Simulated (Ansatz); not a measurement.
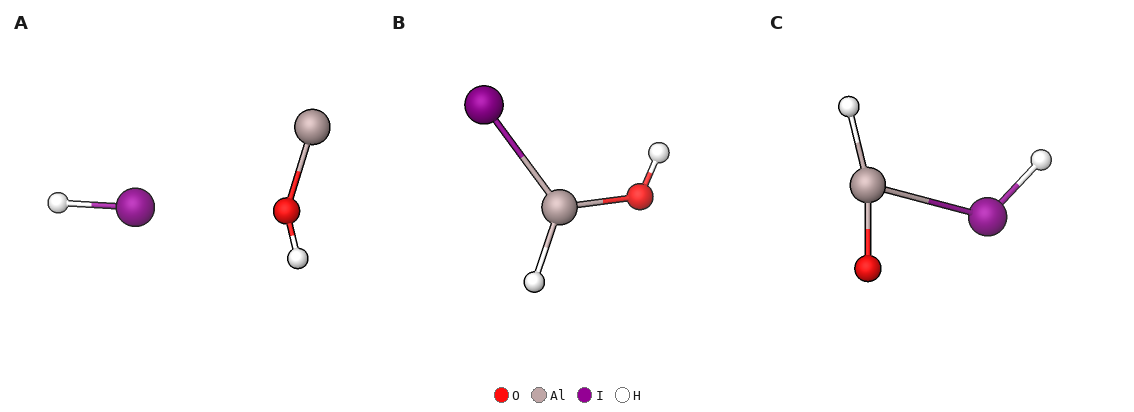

3 stationary structures of one formula. Geometries: PBE0-D4/def2-TZVP. Electronic energies: RHF-CCSD(T) (frozen core)/def2-TZVPP (Ansatz 0.2.0), without zero-point energy. No frequency run is at hand to confirm each as a minimum.

### Rank them by energy, lowest first.

B is lowest (Cs); A lies 47.7 kcal/mol above it (Cs), C lies 85.1 kcal/mol above it (Cs).
